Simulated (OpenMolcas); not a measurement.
GaF: excited-state calculation (part 3 of 4)

GaF, SMILES [F][Ga]; CASPT2/ANO-RCC-VTZP, DKH2 (OpenMolcas 26.06). The geometry comes from this level: GFN2-xTB.

Geometry of the input (Å):
```
F  0.0000  0.0000  0.0000
Ga 0.0000  0.0000  1.7992
```

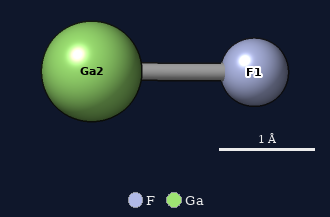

**Figure 1.** The input geometry (ball-and-stick view, seen at a tilt; atoms are numbered from 1 in the order of the input). Sticks mark near contacts.

**What the program printed, continued**
```
-----------------------------------------------------------------------------------------------------------------------------

  FINAL CASPT2 RESULT:

      Reference energy:       -2041.4727570542
      E2 (Non-variational):      -0.7693891235
      Shift correction:          -0.0030964651
      E2 (Variational):          -0.7724855886
      Total energy:           -2042.2452426427
      Residual norm:              0.0000008446
      Reference weight:           0.87014

      Contributions to the CASPT2 correlation energy
      Active & Virtual Only:         -0.0166820869
      One Inactive Excited:          -0.0635814883
      Two Inactive Excited:          -0.6891255483

++ Denominators, etc.
--------------------------------------------------------------------------------------------------------------
 Report on small energy denominators, large coefficients, and large energy contributions.
CASE  SYMM ACTIVE-MIX  NON-ACTIVE INDICES          DENOMINATOR     RHS VALUE       COEFFICIENT     CONTRIBUTION
VJTIP    1  Mu1.0001  In1.017 In1.017               1.08913752      0.03846751     -0.03409984     -0.00131174
ATVX     1  Mu1.0001  Se1.022                       0.10298318      0.00000000     -0.00000000     -0.00000000
ATVX     1  Mu1.0001  Se1.023                       0.10298318     -0.00000000      0.00000000     -0.00000000
ATVX     1  Mu1.0001  Se1.024                       0.28201633     -0.00639138      0.01490147     -0.00009524
ATVX     1  Mu1.0002  Se1.024                       0.58201906      0.03253098     -0.05029068     -0.00163601
ATVX     1  Mu1.0001  Se1.025                       0.41603750     -0.03109574      0.06253946     -0.00194471
ATVX     1  Mu1.0001  Se1.032                       0.58562952      0.02851479     -0.04501758     -0.00128367
AIVX     1  Mu1.0001  In1.017 Se1.025               0.80024649     -0.02228307      0.02649925     -0.00059048
AIVX     1  Mu1.0003  In1.017 Se1.025               1.14136490     -0.03143687      0.02765610     -0.00086942
VJAIM    1  Mu1.0001  Se1.030 In1.018 In1.017       1.50347059      0.04482291     -0.02972176     -0.00133222
VJAIM    1  Mu1.0001  Se1.031 In1.019 In1.017       1.50347059     -0.04482291      0.02972176     -0.00133222
BVATP    1  Mu1.0001  Se1.030 Se1.022               0.80290046     -0.03492317      0.04100268     -0.00143194
BVATP    1  Mu1.0001  Se1.031 Se1.023               0.80290046     -0.03492317      0.04100268     -0.00143194
BJAIM    1  Se1.049 In1.012 Se1.049 In1.013         9.96852220      0.31464074     -0.03155073     -0.00992714
BJAIM    1  Se1.061 In1.012 Se1.061 In1.013        13.90773043      0.33324934     -0.02395649     -0.00798349
BJAIM    1  Se1.049 In1.012 Se1.051 In1.014        10.22213158      0.26252302     -0.02567200     -0.00673949
BJAIM    1  Se1.050 In1.013 Se1.051 In1.014        10.22213158      0.26252302     -0.02567200     -0.00673949
BJAIM    1  Se1.049 In1.012 Se1.050 In1.015        10.22213158      0.26252302     -0.02567200     -0.00673949
BJAIM    1  Se1.050 In1.013 Se1.050 In1.015        10.22213158      0.26252302     -0.02567200     -0.00673949
BJAIM    1  Se1.051 In1.014 Se1.051 In1.015        10.47574096     -0.25412805      0.02424987     -0.00616257
BJAIM    1  Se1.049 In1.012 Se1.052 In1.016        10.41482847     -0.22894058      0.02197242     -0.00503038
BJAIM    1  Se1.050 In1.013 Se1.052 In1.016        10.41482847     -0.22894058      0.02197242     -0.00503038
BJAIM    1  Se1.052 In1.014 Se1.052 In1.016        10.66843784     -0.25428093      0.02382491     -0.00605822
BJAIM    1  Se1.051 In1.015 Se1.052 In1.016        10.66843784     -0.25428093      0.02382491     -0.00605822
BJAIM    1  Se1.030 In1.018 Se1.030 In1.019         2.05022146     -0.06974662      0.03369665     -0.00235023
BJAIM    1  Se1.037 In1.018 Se1.037 In1.019         4.50702105      0.13326638     -0.02951051     -0.00393276
--

   (Skipping property calculation,
    use PROP keyword to activate)
--

++ CASPT2 computation for group   3

********************************************************************************
 Multi-State initialization phase begins for group   3
--------------------------------------------------------------------------------
********************************************************************************
 Compute H0 matrices for state    3
--------------------------------------------------------------------------------
--------------------------------------------------------------------------------
 H0 matrices have been computed.

********************************************************************************
  CASPT2 EQUATION SOLUTION
--------------------------------------------------------------------------------

  Total nr of CASPT2 parameters:
   Before reduction:      210266
   After  reduction:      203577

 Variance of |WF0>:       6.6748171102

 The contributions to the second order correlation energy in atomic units.
-----------------------------------------------------------------------------------------------------------------------------
  IT.      VJTU        VJTI        ATVX        AIVX        VJAI        BVAT        BJAT        BJAI        TOTAL       RNORM
-----------------------------------------------------------------------------------------------------------------------------
   1    -0.002714   -0.006401   -0.005388   -0.013451   -0.040754   -0.010906   -0.039100   -0.657341   -0.776056    0.003007
   2    -0.002758   -0.006455   -0.005451   -0.013499   -0.040791   -0.010980   -0.039161   -0.657420   -0.776516    0.000252
   3    -0.002760   -0.006456   -0.005451   -0.013497   -0.040784   -0.010978   -0.039158   -0.657417   -0.776501    0.000022
   4    -0.002760   -0.006456   -0.005451   -0.013497   -0.040784   -0.010977   -0.039158   -0.657416   -0.776498    0.000002
-----------------------------------------------------------------------------------------------------------------------------

  FINAL CASPT2 RESULT:

      Reference energy:       -2041.1761071366
      E2 (Non-variational):      -0.7764982858
      Shift correction:          -0.0044981035
      E2 (Variational):          -0.7809963893
      Total energy:           -2041.9571035259
      Residual norm:              0.0000001444
      Reference weight:           0.85618

      Contributions to the CASPT2 correlation energy
      Active & Virtual Only:         -0.0164281271
      One Inactive Excited:          -0.0554147983
      Two Inactive Excited:          -0.7046553604

++ Denominators, etc.
--------------------------------------------------------------------------------------------------------------
 Report on small energy denominators, large coefficients, and large energy contributions.
CASE  SYMM ACTIVE-MIX  NON-ACTIVE INDICES          DENOMINATOR     RHS VALUE       COEFFICIENT     CONTRIBUTION
VJTU     1  Mu1.0001  In1.017                       0.41191155      0.03256714     -0.07613502     -0.00247950
VJTIP    1  Mu1.0001  In1.017 In1.017               0.94764436      0.07438291     -0.07918984     -0.00589037
ATVX     1  Mu1.0001  Se1.022                       0.08317557      0.00000000     -0.00000000     -0.00000000
ATVX     1  Mu1.0002  Se1.022                       0.21276174     -0.00000000      0.00000000     -0.00000000
ATVX     1  Mu1.0001  Se1.023                       0.08317557     -0.00000000      0.00000000     -0.00000000
ATVX     1  Mu1.0002  Se1.023                       0.21276174      0.00000000     -0.00000000     -0.00000000
ATVX     1  Mu1.0001  Se1.024                       0.26591069     -0.01747121      0.04680093     -0.00081767
ATVX     1  Mu1.0001  Se1.025                       0.40536853     -0.01222141      0.02827306     -0.00034554
ATVX     1  Mu1.0002  Se1.025                       0.53495469     -0.02316384      0.03283460     -0.00076058
ATVX     1  Mu1.0001  Se1.032                       0.56746767     -0.01883144      0.03069905     -0.00057811
ATVX     1  Mu1.0001  Se1.035                       0.78943866     -0.04374060      0.05615929     -0.00245644
AIVX     1  Mu1.0002  In1.017 Se1.025               0.92522042     -0.03111642      0.03186904     -0.00099165
AIVX     1  Mu1.0002  In1.017 Se1.035               1.30929056     -0.03635924      0.02663104     -0.00096828
AIVX     1  Mu1.0003  In1.017 Se1.035               1.44064902     -0.03801784      0.03055683     -0.00116170
VJAIP    1  Mu1.0001  Se1.025 In1.017 In1.017       1.38956028      0.04967443     -0.03349273     -0.00166373
VJAIP    1  Mu1.0001  Se1.035 In1.017 In1.017       1.77363042     -0.05295084      0.03206361     -0.00169779
VJAIP    1  Mu1.0001  Se1.030 In1.018 In1.017       1.44606590      0.04262222     -0.02917609     -0.00124355
VJAIP    1  Mu1.0001  Se1.031 In1.019 In1.017       1.44606590     -0.04262222      0.02917609     -0.00124355
VJAIM    1  Mu1.0001  Se1.022 In1.018 In1.017       1.03892792     -0.02851299      0.02701900     -0.00077039
VJAIM    1  Mu1.0001  Se1.023 In1.018 In1.017       1.03892792      0.03108276     -0.02945411     -0.00091552
VJAIM    1  Mu1.0001  Se1.030 In1.018 In1.017       1.44606590      0.06160643     -0.04236797     -0.00261014
VJAIM    1  Mu1.0001  Se1.022 In1.019 In1.017       1.03892792      0.03108276     -0.02945411     -0.00091552
VJAIM    1  Mu1.0001  Se1.023 In1.019 In1.017       1.03892792      0.02851299     -0.02701900     -0.00077039
VJAIM    1  Mu1.0001  Se1.031 In1.019 In1.017       1.44606590     -0.06160643      0.04236797     -0.00261014
BVATP    1  Mu1.0001  Se1.022 Se1.022               0.29017166      0.02099224     -0.04802712     -0.00100820
BVATP    1  Mu1.0001  Se1.023 Se1.022               0.29017166     -0.00000000      0.00000000     -0.00000000
BVATP    1  Mu1.0001  Se1.023 Se1.023               0.29017166      0.02099224     -0.04802712     -0.00100820
BVATP    1  Mu1.0001  Se1.024 Se1.024               0.65564190      0.02170039     -0.03215141     -0.00069770
BVATP    1  Mu1.0001  Se1.025 Se1.025               0.93455757      0.03113421     -0.03209588     -0.00099928
BVATP    1  Mu1.0001  Se1.030 Se1.030               1.10444762      0.03438776     -0.02988575     -0.00102770
BVATP    1  Mu1.0001  Se1.031 Se1.031               1.10444762      0.03438776     -0.02988575     -0.00102770
BJAIM    1  Se1.049 In1.012 Se1.049 In1.013        10.00224112      0.31335568     -0.03131336     -0.00981222
BJAIM    1  Se1.059 In1.012 Se1.059 In1.013        13.86427820      0.35307323     -0.02546110     -0.00898963
BJAIM    1  Se1.049 In1.012 Se1.051 In1.014        10.25928617      0.26111997     -0.02543991     -0.00664287
BJAIM    1  Se1.050 In1.013 Se1.051 In1.014        10.25928617      0.26111997     -0.02543991     -0.00664287
BJAIM    1  Se1.049 In1.012 Se1.050 In1.015        10.25928617      0.26111997     -0.02543991     -0.00664287
BJAIM    1  Se1.050 In1.013 Se1.050 In1.015        10.25928617      0.26111997     -0.02543991     -0.00664287
BJAIM    1  Se1.051 In1.014 Se1.051 In1.015        10.51633122     -0.25402045      0.02414378     -0.00613301
BJAIM    1  Se1.052 In1.014 Se1.052 In1.016        10.71119164     -0.24803619      0.02314286     -0.00574027
BJAIM    1  Se1.051 In1.015 Se1.052 In1.016        10.71119164     -0.24803619      0.02314286     -0.00574027
BJAIM    1  Se1.030 In1.018 Se1.030 In1.019         2.02502905     -0.06537033      0.03195340     -0.00208880
BJAIM    1  Se1.037 In1.018 Se1.037 In1.019         4.53523518      0.13379971     -0.02944500     -0.00393973
--

   (Skipping property calculation,
    use PROP keyword to activate)
--

  Total CASPT2 energies:
::    CASPT2 Root  1     Total energy:  -2042.54494593
::    CASPT2 Root  2     Total energy:  -2042.24524264
::    CASPT2 Root  3     Total energy:  -2041.95710353

++ Multi-State CASPT2 section:
********************************************************************************
  MULTI-STATE CASPT2 SECTION
--------------------------------------------------------------------------------

  Output diagonal energies have been shifted. Add    2042.0000000000000

  Effective Hamiltonian matrix (Symmetric):

                1               2               3
   1     -4084.54494593
   2        -0.00473514  -4084.24524264
   3        -0.00830693     -0.00445919  -4083.95710353

       Total MS-CASPT2 energies:
::    MS-CASPT2 Root  1     Total energy:  -2042.54514006
::    MS-CASPT2 Root  2     Total energy:  -2042.24523279
::    MS-CASPT2 Root  3     Total energy:  -2041.95691925

       Eigenvectors:
            0.99977056     -0.01621094     -0.01400111
            0.01599738      0.99975599     -0.01523270
            0.01424463      0.01500522      0.99978594

--

  THE ORIGINAL CI ARRAYS ARE NOW MIXED AS LINEAR
  COMBINATIONS, GIVEN BY THE EIGENVECTORS.
  A NEW JOBIPH FILE NAMED 'JOBMIX' IS PREPARED.
********************************************************************************

++ Mixed CI coefficients:
  The CI coefficients for the MIXED state nr.   1
--------------------------------------------------------------------------------
 CI COEFFICIENTS LARGER THAN  5.00E-02
  Occupation of active orbitals, and spin coupling
  of open shells. (u,d: Spin up or down).
  SGUGA info is (Midvert:IsyUp:UpperWalk/LowerWalk)
        Conf  SGUGA info        Occupation    Coefficient         Weight
           1  ( 1:1:   1/   1)   20              0.590103       0.348221
           2  ( 2:1:   1/   1)   ud             -0.723398       0.523305
           3  ( 3:1:   1/   1)   02              0.358433       0.128474

  The CI coefficients for the MIXED state nr.   2
--------------------------------------------------------------------------------
 CI COEFFICIENTS LARGER THAN  5.00E-02
  Occupation of active orbitals, and spin coupling
  of open shells. (u,d: Spin up or down).
  SGUGA info is (Midvert:IsyUp:UpperWalk/LowerWalk)
        Conf  SGUGA info        Occupation    Coefficient         Weight
           1  ( 1:1:   1/   1)   20             -0.703002       0.494212
           2  ( 2:1:   1/   1)   ud             -0.242135       0.058629
           3  ( 3:1:   1/   1)   02              0.668699       0.447159

  The CI coefficients for the MIXED state nr.   3
--------------------------------------------------------------------------------
 CI COEFFICIENTS LARGER THAN  5.00E-02
  Occupation of active orbitals, and spin coupling
  of open shells. (u,d: Spin up or down).
  SGUGA info is (Midvert:IsyUp:UpperWalk/LowerWalk)
        Conf  SGUGA info        Occupation    Coefficient         Weight
           1  ( 1:1:   1/   1)   20              0.396947       0.157567
           2  ( 2:1:   1/   1)   ud              0.646580       0.418066
           3  ( 3:1:   1/   1)   02              0.651435       0.424367

--

--- Stop Module: caspt2 /rc=_RC_ALL_IS_WELL_ ---
--- Module caspt2 spent 1 second ---

--- Start Module: rassi ---

                                               &RASSI

                       available to each process: 1.9 GB of memory, 1 thread

      ********************************************************************************
      *                             General data section                             *
      ********************************************************************************

   Specific data for JOBIPH file JOBMIX
   -------------------------------------

   Header from SEWARD:

   CASSCF title (first line only):
       (No title given)

  STATE IRREP:                1
  SPIN MULTIPLICITY:          1
  ACTIVE ELECTRONS:           2
  MAX RAS1 HOLES:             0
  MAX RAS3 ELECTRONS:         0
  NR OF CONFIG:               3
 ###############################################################################
 ###    WARNING: EJOB used when HEFF is available, possible                  ###
 ###    extra interaction between states is ignored!                         ###
 ###############################################################################

   The following data are common to all the states:
   ------------------------------------------------
   (note: frozen counts as inactive, deleted as secondary)

      Nr of irreps: 1

                 Total     No./Irrep
      Irrep                  1
                             a

      INACTIVE      19      19
      ACTIVE         2       2
      SECONDARY     52      52
      BASIS         73      73

      RAS1           0       0
      RAS2           2       2
      RAS3           0       0
```
